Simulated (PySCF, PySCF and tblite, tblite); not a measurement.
# C2H10NPSi2: a path driven as pyramidal inversion, and NMR exchange

Aim: the barrier and rate of pyramidal inversion in C2H10NPSi2 (`N[Si]1(P)C[SiH2]C1`), and what it does to NMR lines.

Programs: PySCF 2.14.0 with density-fitted response routines of our own, and tblite 0.8.0. All values are computed, except where a source is named. Atoms count from 0 throughout.

### Step 1. The starting structure

16 atoms, charge 0, multiplicity 1; geometry from: force field or distance geometry start.

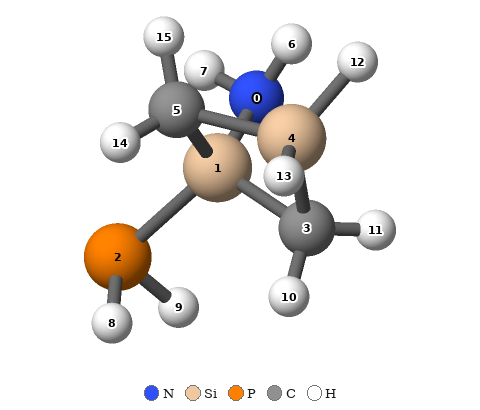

The starting geometry (nitrogen blue, silicon light orange, phosphorus orange, carbon grey, hydrogen white), atoms numbered.

### Step 2. GFN2-xTB relaxation, start minimum

The job: settings as JSON, then the geometry in Å.

```
{"job": {"xc": "GFN2-xTB", "basis": "xTB", "kind": "relax"}, "charge": 0, "multiplicity": 1}
N      1.077900     1.294600     1.268600
Si     0.619100     0.146600     0.121600
P      2.464100    -0.769900    -0.609100
C     -0.670600    -1.065900     0.692500
Si    -1.941600    -0.000000    -0.206500
C     -0.517800     0.772900    -1.209800
H      0.307000     1.932300     1.497200
H      1.828200     1.886400     0.914100
H      1.885800    -1.895500    -1.245200
H      2.815100    -1.460500     0.569700
H     -0.586200    -2.078300     0.275100
H     -0.835000    -1.146100     1.780500
H     -2.604200     0.993600     0.684300
H     -2.882700    -0.776100    -1.052300
H     -0.385600     0.315900    -2.184500
H     -0.581100     1.858900    -1.307300
```

The run is started by

```console
$ OMP_NUM_THREADS=1 python ens_run.py task.json out
```

This one command runs the whole study; its stages follow in the order run.

Output:

```text
step      E/eV     max force
  0    -496.06472    2.015
  1    -496.22703    1.306
  2    -496.30541    0.867
  3    -496.35390    0.520
  4    -496.37410    0.385
  5    -496.39003    0.268
  6    -496.40030    0.297
  7    -496.40839    0.262
  8    -496.41441    0.216
  9    -496.42054    0.208
 10    -496.42728    0.218
 11    -496.43365    0.239
 12    -496.43766    0.134
 13    -496.44004    0.112
 14    -496.44224    0.116
 15    -496.44496    0.158
 16    -496.44808    0.136
 17    -496.45091    0.134
 18    -496.45323    0.117
 19    -496.45549    0.165
 20    -496.45820    0.194
 21    -496.46102    0.151
 22    -496.46330    0.121
 23    -496.46505    0.091
 24    -496.46672    0.147
 25    -496.46864    0.188
 26    -496.47064    0.161
 27    -496.47235    0.085
 28    -496.47374    0.091
 29    -496.47503    0.107
 30    -496.47631    0.138
 31    -496.47749    0.118
 32    -496.47837    0.071
 33    -496.47890    0.057
 34    -496.47930    0.067
 35    -496.47970    0.087
 36    -496.48015    0.088
 37    -496.48068    0.072
 38    -496.48127    0.072
 39    -496.48195    0.078
 40    -496.48275    0.079
 41    -496.48359    0.086
 42    -496.48436    0.064
 43    -496.48507    0.064
 44    -496.48592    0.077
 45    -496.48694    0.089
 46    -496.48780    0.079
 47    -496.48833    0.049
 48    -496.48863    0.040
 49    -496.48886    0.046
 50    -496.48914    0.047
 51    -496.48942    0.044
 52    -496.48966    0.046
 53    -496.48987    0.035
 54    -496.49009    0.033
 55    -496.49036    0.035
 56    -496.49064    0.038
 57    -496.49092    0.043
 58    -496.49124    0.051
 59    -496.49171    0.066
 60    -496.49249    0.078
 61    -496.49357    0.101
 62    -496.49470    0.095
 63    -496.49552    0.055
 64    -496.49594    0.053
 65    -496.49625    0.053
 66    -496.49670    0.059
 67    -496.49754    0.068
 68    -496.49791    0.047
 69    -496.49814    0.033
 70    -496.49830    0.028
 71    -496.49851    0.046
 72    -496.49880    0.061
 73    -496.49918    0.059
 74    -496.49962    0.041
 75    -496.50002    0.051
 76    -496.50044    0.054
 77    -496.50084    0.053
 78    -496.50134    0.043
 79    -496.50154    0.031
 80    -496.50169    0.029
 81    -496.50186    0.032
 82    -496.50215    0.051
 83    -496.50253    0.059
 84    -496.50292    0.048
 85    -496.50318    0.044
 86    -496.50336    0.028
 87    -496.50353    0.043
 88    -496.50370    0.043
 89    -496.50385    0.044
 90    -496.50400    0.043
 91    -496.50417    0.034
 92    -496.50435    0.040
 93    -496.50453    0.037
 94    -496.50465    0.033
 95    -496.50478    0.029
 96    -496.50488    0.021
 97    -496.50495    0.015
 98    -496.50499    0.016
 99    -496.50504    0.014
100    -496.50509    0.017
101    -496.50515    0.017
102    -496.50521    0.023
103    -496.50528    0.025
104    -496.50536    0.030
105    -496.50543    0.025
106    -496.50548    0.017
107    -496.50553    0.016
108    -496.50559    0.028
109    -496.50568    0.036
110    -496.50579    0.033
111    -496.50590    0.020
112    -496.50597    0.021
113    -496.50603    0.019
114    -496.50609    0.024
115    -496.50616    0.021
116    -496.50621    0.015
117    -496.50623    0.012
118    -496.50624    0.012
119    -496.50626    0.011
120    -496.50628    0.007
121    -496.50628    0.005
122    -496.50629    0.005
123    -496.50629    0.005
124    -496.50630    0.006
125    -496.50631    0.010
126    -496.50633    0.011
127    -496.50635    0.008
128    -496.50636    0.009
129    -496.50638    0.007
130    -496.50639    0.010
131    -496.50641    0.009
132    -496.50643    0.010
133    -496.50644    0.010
134    -496.50645    0.009
135    -496.50647    0.012
136    -496.50649    0.012
137    -496.50651    0.011
138    -496.50652    0.008
139    -496.50654    0.009
140    -496.50654    0.008
141    -496.50656    0.010
142    -496.50657    0.010
143    -496.50658    0.009
144    -496.50659    0.011
145    -496.50660    0.012
146    -496.50662    0.013
147    -496.50663    0.010
148    -496.50664    0.007
149    -496.50665    0.008
150    -496.50666    0.014
151    -496.50669    0.019
152    -496.50671    0.018
153    -496.50674    0.012
154    -496.50675    0.009
155    -496.50676    0.011
156    -496.50678    0.012
157    -496.50679    0.009
158    -496.50681    0.009
159    -496.50682    0.008
160    -496.50683    0.011
161    -496.50684    0.012
162    -496.50685    0.009
163    -496.50687    0.008
164    -496.50688    0.009
165    -496.50689    0.013
166    -496.50690    0.014
167    -496.50692    0.011
168    -496.50693    0.009
169    -496.50694    0.007
170    -496.50695    0.006
171    -496.50695    0.005
172    -496.50695    0.003
173    -496.50696    0.002
```

Run time: 1.1 s. Hardware: 1 thread of INTEL XEON PLATINUM 8581C at 2.30GHz, shared host.

The energy fell by 0.442 eV, and the atoms moved 0.46 Å (root mean square).

### Step 3. Relaxed scan, inversion

The job: settings as JSON, then the geometry in Å.

```
{"job": {"xc": "GFN2-xTB", "basis": "xTB", "coordinate": [["t", [9, 1, 8, 2], 0.3333333333333333], ["t", [1, 8, 9, 2], 0.3333333333333333], ["t", [8, 9, 1, 2], 0.3333333333333333]], "kind": "drive"}, "charge": 0, "multiplicity": 1}
N      1.339536     1.280388     1.312648
Si     0.666116     0.204527     0.141459
P      2.442188    -0.820506    -0.784577
C     -0.765123    -0.838795     0.896562
Si    -2.000537    -0.229009    -0.435330
C     -0.599836     0.853946    -1.163600
H      0.730369     1.923044     1.791074
H      2.228354     1.713515     1.123097
H      1.675912    -1.751943    -1.459646
H      2.634392    -1.672392     0.285358
H     -0.600750    -1.912852     0.905202
H     -1.020793    -0.556183     1.913597
H     -3.129602     0.533150     0.101793
H     -2.473336    -1.281941    -1.335972
H     -0.348019     0.641029    -2.199261
H     -0.786470     1.922967    -1.103813
```

Output:

```text
point  coordinate     E/eV
  0    -43.100     -496.34947
  1    -30.500     -495.95894
  2    -16.000     -495.55682
  3     -0.400     -495.36082
  4     15.700     -495.49846
  5     30.600     -495.89890
  6     43.100     -496.30302
  7     52.600     -496.46148
```

It took 1.7 s on 1 thread of INTEL XEON PLATINUM 8581C at 2.30GHz, shared host.

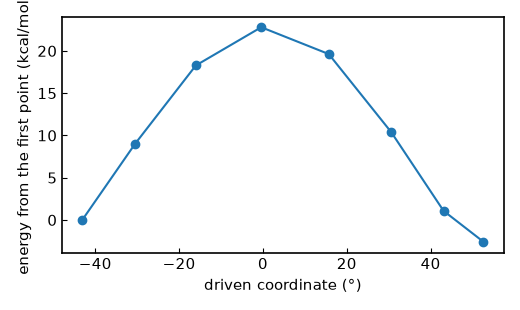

Energy along the scan.

### Step 4. Nudged elastic band, leg 1

Changed since step 3:

```diff
@@ -1,2 +1,2 @@
-{"job": {"xc": "GFN2-xTB", "basis": "xTB", "coordinate": [["t", [9, 1, 8, 2], 0.3333333333333333], ["t", [1, 8, 9, 2], 0.3333333333333333], ["t", [8, 9, 1, 2], 0.3333333333333333]], "kind": "drive"}, "charge": 0, "multiplicity": 1}
+{"job": {"xc": "GFN2-xTB", "basis": "xTB", "kind": "neb"}, "charge": 0, "multiplicity": 1}
 N      1.339536     1.280388     1.312648
```

Output:

```text
image   E - E0 / eV
  0       0.0000
  1       0.0801
  2       1.1501
  3       0.0846
  4       0.0458
  5       0.0326
  6       0.0262
```

Wall time 3.6 s (1 thread of INTEL XEON PLATINUM 8581C at 2.30GHz, shared host).

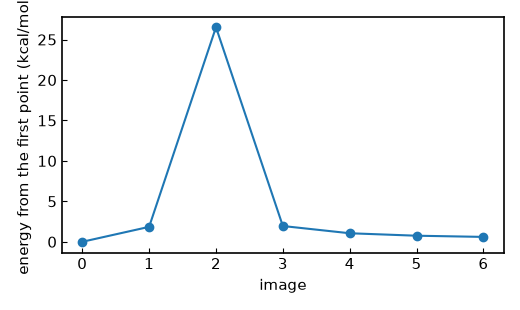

Energy along the band.

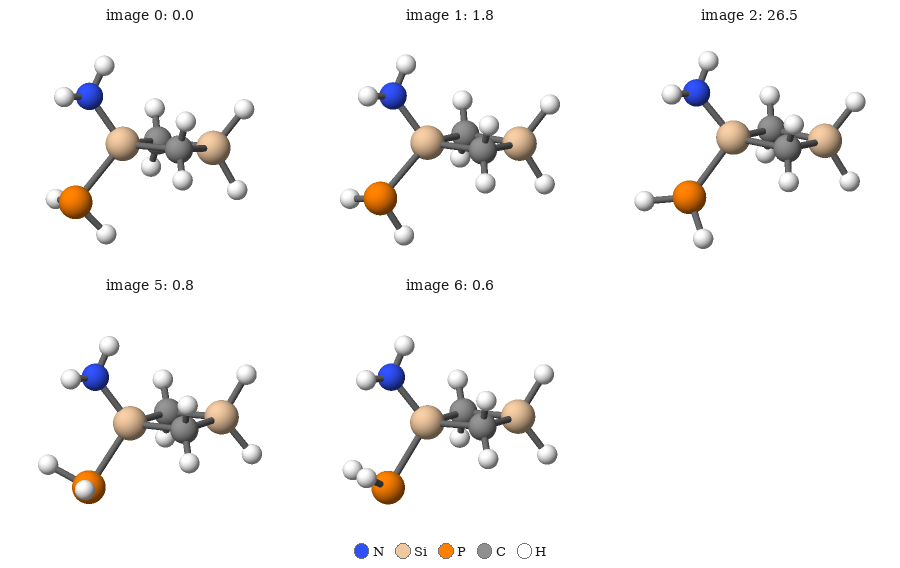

Images along the band, with energies in kcal/mol.

### Step 5. Saddle search, leg 1

The job: settings as JSON, then the geometry in Å.

```
{"job": {"xc": "GFN2-xTB", "basis": "xTB", "kind": "saddle"}, "charge": 0, "multiplicity": 1}
N      1.333504     1.145942     1.406335
Si     0.550234     0.148952     0.240763
P      2.198096    -1.022022    -0.631044
C     -0.973188    -0.739723     1.009195
Si    -2.110810    -0.168487    -0.419859
C     -0.604294     0.733382    -1.186424
H      0.776807     1.752807     1.985013
H      2.217338     1.571815     1.184700
H      2.183300    -1.590409    -1.852701
H      3.418592    -1.297044    -0.131943
H     -0.876149    -1.816613     1.104076
H     -1.258268    -0.364849     1.988476
H     -3.183840     0.736987    -0.000956
H     -2.643976    -1.253517    -1.242471
H     -0.309668     0.353875    -2.161703
H     -0.717677     1.808904    -1.291458
```

Output:

```text
step      E/eV     max force
  0    -495.35687   0.0428
  1    -495.36214   0.0754
  2    -495.36269   0.0533
  3    -495.36262   0.1659
  4    -495.36299   0.0467
  5    -495.36297   0.0447
  6    -495.36307   0.0081
  7    -495.36307   0.0000
lowest wavenumbers (cm-1): -758.5 43.3 83.7 129.1 163.4 180.2
```

Wall time 3.5 s (1 thread of INTEL XEON PLATINUM 8581C at 2.30GHz, shared host).

Point group C1; 1 imaginary mode, 758i cm⁻¹, carried by H9, H8, P2. It was not shown to link both ends.

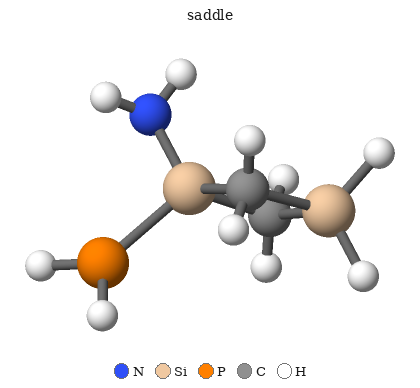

The saddle point.

### Step 6. Saddle search, leg 1

The job: settings as JSON, then the geometry in Å.

```
{"job": {"xc": "GFN2-xTB", "basis": "xTB", "kind": "saddle"}, "charge": 0, "multiplicity": 1}
N      1.349504     1.178138     1.378614
Si     0.543182     0.151742     0.254564
P      2.172473    -1.042064    -0.614232
C     -0.972858    -0.750663     1.019367
Si    -2.099911    -0.191703    -0.426505
C     -0.607103     0.761299    -1.158434
H      0.810842     1.857272     1.889567
H      2.246806     1.553844     1.118627
H      2.150952    -1.586750    -1.845088
H      3.355813    -1.399669    -0.081514
H     -0.864171    -1.826966     1.116662
H     -1.266122    -0.377362     1.997063
H     -3.206805     0.676423    -0.017268
H     -2.578424    -1.281692    -1.276679
H     -0.302349     0.438405    -2.149937
H     -0.731829     1.839746    -1.204807
```

Output:

```text
step      E/eV     max force
  0    -495.36082   0.1944
  1    -495.36124   0.1237
  2    -495.36127   0.1079
  3    -495.35912   0.3558
  4    -495.36244   0.0412
  5    -495.36283   0.0085
  6    -495.36304   0.0329
  7    -495.36304   0.0104
  8    -495.36307   0.0156
  9    -495.36307   0.0057
 10    -495.36307   0.0024
lowest wavenumbers (cm-1): -758.7 43.1 82.8 129.1 162.9 181.5
```

Wall time 3.5 s (1 thread of INTEL XEON PLATINUM 8581C at 2.30GHz, shared host).

Point group C1; 1 imaginary mode, 759i cm⁻¹, carried by H9, H8, P2. It was not shown to link both ends.

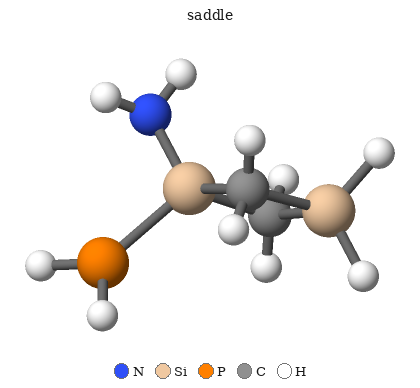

The saddle point.

### Step 7. Shieldings, start: revPBE/pcSseg-1

The job: settings as JSON, then the geometry in Å.

```
{"job": {"kind": "nmr", "xc": "revPBE", "basis": "pcSseg-1", "pop": false}, "charge": 0, "multiplicity": 1}
N      1.339536     1.280388     1.312648
Si     0.666116     0.204527     0.141459
P      2.442188    -0.820506    -0.784577
C     -0.765123    -0.838795     0.896562
Si    -2.000537    -0.229009    -0.435330
C     -0.599836     0.853946    -1.163600
H      0.730369     1.923044     1.791074
H      2.228354     1.713515     1.123097
H      1.675912    -1.751943    -1.459646
H      2.634392    -1.672392     0.285358
H     -0.600750    -1.912852     0.905202
H     -1.020793    -0.556183     1.913597
H     -3.129602     0.533150     0.101793
H     -2.473336    -1.281941    -1.335972
H     -0.348019     0.641029    -2.199261
H     -0.786470     1.922967    -1.103813
```

Output:

```text
coarse grid: 14312 points
cycle   1  E = -1056.8787304718  dE =  3.782e-01  |g| = 8.041e-01  |ddm| = 3.729e+00
cycle   2  E = -1056.5424506775  dE =  3.363e-01  |g| = 1.355e+00  |ddm| = 2.311e+00
cycle   3  E = -1057.0330389052  dE = -4.906e-01  |g| = 1.269e-01  |ddm| = 1.750e+00
cycle   4  E = -1057.0379207951  dE = -4.882e-03  |g| = 5.219e-02  |ddm| = 2.871e-01
cycle   5  E = -1057.0386667716  dE = -7.460e-04  |g| = 1.193e-02  |ddm| = 8.875e-02
cycle   6  E = -1057.0387019755  dE = -3.520e-05  |g| = 6.013e-03  |ddm| = 2.259e-02
cycle   7  E = -1057.0387107769  dE = -8.801e-06  |g| = 1.439e-03  |ddm| = 8.074e-03
final grid: 122912 points
cycle   8  E = -1057.0797678206  dE = -3.380e-05  |g| = 1.286e-02  |ddm| = 3.830e-02
cycle   9  E = -1057.0796806449  dE =  8.718e-05  |g| = 2.283e-02  |ddm| = 3.228e-02
cycle  10  E = -1057.0798044710  dE = -1.238e-04  |g| = 1.424e-03  |ddm| = 2.289e-02
cycle  11  E = -1057.0798048402  dE = -3.692e-07  |g| = 6.406e-04  |ddm| = 2.603e-03
cycle  12  E = -1057.0798049532  dE = -1.130e-07  |g| = 1.016e-04  |ddm| = 8.358e-04
cycle  13  E = -1057.0798049554  dE = -2.176e-09  |g| = 5.029e-05  |ddm| = 1.990e-04
cycle  14  E = -1057.0798049561  dE = -7.071e-10  |g| = 7.997e-06  |ddm| = 8.048e-05
converged SCF energy = -1057.0798049561

GIAO shielding tensors (ppm)
atom      isotropic    diamagn.    paramagn.     s11        s22        s33       span
  0 N      225.966     316.060     -90.094    200.836    230.276    246.787     45.951
  1 Si     320.341     880.808    -560.467    274.078    311.600    375.344    101.266
  2 P      583.683     968.257    -384.574    522.420    600.368    628.262    105.842
  3 C      168.493     258.243     -89.750    134.418    173.715    197.346     62.928
  4 Si     395.908     881.845    -485.937    362.713    404.506    420.505     57.792
  5 C      169.077     259.091     -90.014    137.868    171.341    198.022     60.154
  6 H       31.031      31.874      -0.843     23.856     28.064     41.172     17.316
  7 H       30.813      30.644       0.168     23.421     27.933     41.084     17.663
  8 H       30.813      31.883      -1.070     25.939     28.767     37.732     11.793
  9 H       30.575      30.875      -0.300     25.803     27.640     38.280     12.477
 10 H       30.649      32.600      -1.952     26.903     28.618     36.426      9.523
 11 H       30.668      32.460      -1.792     26.746     28.582     36.676      9.930
 12 H       27.195      29.908      -2.714     24.206     24.589     32.790      8.584
 13 H       27.239      29.970      -2.731     24.559     24.745     32.412      7.853
 14 H       30.831      32.537      -1.707     26.936     29.010     36.546      9.609
 15 H       30.936      32.273      -1.336     27.030     28.742     37.038     10.008
```

It took 22 s on 1 thread of INTEL XEON PLATINUM 8581C at 2.30GHz, shared host; peak memory 0.64 GiB.

This run: HOMO -5.80 eV, LUMO -0.37 eV; dipole 1.19 D.

### Step 8. Shieldings, saddle of leg 1: revPBE/pcSseg-1

The job: settings as JSON, then the geometry in Å.

```
{"job": {"kind": "nmr", "xc": "revPBE", "basis": "pcSseg-1", "pop": false}, "charge": 0, "multiplicity": 1}
N      1.290621     1.178847     1.375699
Si     0.555739     0.127112     0.227370
P      2.227821    -1.038772    -0.589503
C     -0.951487    -0.796461     0.980649
Si    -2.114060    -0.121911    -0.383347
C     -0.594754     0.715795    -1.196796
H      0.696318     1.759914     1.942323
H      2.128129     1.671806     1.114201
H      2.237727    -1.596285    -1.815043
H      3.431231    -1.309725    -0.051032
H     -0.853231    -1.878097     0.978898
H     -1.204103    -0.508076     1.996922
H     -3.095733     0.843059     0.118764
H     -2.760348    -1.141787    -1.207961
H     -0.327125     0.302195    -2.165891
H     -0.666745     1.792384    -1.325253
```

Output:

```text
coarse grid: 14312 points
cycle   1  E = -1056.8469784063  dE =  4.633e-01  |g| = 7.970e-01  |ddm| = 3.788e+00
cycle   2  E = -1056.5343965081  dE =  3.126e-01  |g| = 1.322e+00  |ddm| = 2.330e+00
cycle   3  E = -1056.9984284200  dE = -4.640e-01  |g| = 1.333e-01  |ddm| = 1.768e+00
cycle   4  E = -1057.0039441038  dE = -5.516e-03  |g| = 4.939e-02  |ddm| = 2.993e-01
cycle   5  E = -1057.0045895413  dE = -6.454e-04  |g| = 1.121e-02  |ddm| = 8.101e-02
cycle   6  E = -1057.0046148739  dE = -2.533e-05  |g| = 7.095e-03  |ddm| = 2.068e-02
cycle   7  E = -1057.0046266404  dE = -1.177e-05  |g| = 1.396e-03  |ddm| = 8.967e-03
cycle   8  E = -1057.0046271652  dE = -5.248e-07  |g| = 3.252e-04  |ddm| = 2.442e-03
final grid: 122912 points
cycle   9  E = -1057.0454067691  dE = -3.118e-05  |g| = 1.293e-02  |ddm| = 3.602e-02
cycle  10  E = -1057.0453124805  dE =  9.429e-05  |g| = 2.281e-02  |ddm| = 3.879e-02
cycle  11  E = -1057.0454463396  dE = -1.339e-04  |g| = 1.235e-03  |ddm| = 2.728e-02
cycle  12  E = -1057.0454466487  dE = -3.090e-07  |g| = 3.246e-04  |ddm| = 2.102e-03
cycle  13  E = -1057.0454466788  dE = -3.011e-08  |g| = 1.004e-04  |ddm| = 5.473e-04
cycle  14  E = -1057.0454466809  dE = -2.132e-09  |g| = 4.095e-05  |ddm| = 1.427e-04
cycle  15  E = -1057.0454466813  dE = -4.179e-10  |g| = 7.070e-06  |ddm| = 5.510e-05
converged SCF energy = -1057.0454466813

GIAO shielding tensors (ppm)
atom      isotropic    diamagn.    paramagn.     s11        s22        s33       span
  0 N      229.960     316.368     -86.408    192.108    240.865    256.908     64.800
  1 Si     331.829     879.342    -547.513    271.838    315.753    407.897    136.060
  2 P      592.819     971.385    -378.567    469.050    600.737    708.669    239.620
  3 C      165.313     257.825     -92.512    128.543    169.777    197.620     69.077
  4 Si     399.336     881.624    -482.289    366.883    412.046    419.079     52.196
  5 C      163.359     259.783     -96.424    124.902    169.018    196.156     71.254
  6 H       31.096      31.609      -0.513     23.787     28.053     41.449     17.663
  7 H       31.032      30.729       0.302     23.507     28.140     41.448     17.942
  8 H       30.659      32.502      -1.844     24.088     28.400     39.488     15.400
  9 H       29.923      31.420      -1.496     23.803     26.541     39.426     15.623
 10 H       30.263      31.765      -1.502     26.435     28.326     36.028      9.593
 11 H       30.476      31.899      -1.423     26.367     28.331     36.731     10.364
 12 H       27.409      29.768      -2.359     24.553     24.806     32.867      8.314
 13 H       27.345      29.652      -2.307     24.554     24.721     32.761      8.207
 14 H       30.719      32.954      -2.235     26.581     29.873     35.703      9.121
 15 H       30.598      32.163      -1.565     26.381     28.646     36.767     10.386
```

Wall time 22 s (1 thread of INTEL XEON PLATINUM 8581C at 2.30GHz, shared host); peak memory 0.69 GiB.

In short: HOMO -4.70 eV, LUMO -0.74 eV; dipole 1.51 D.

[end of part 1 of 2]
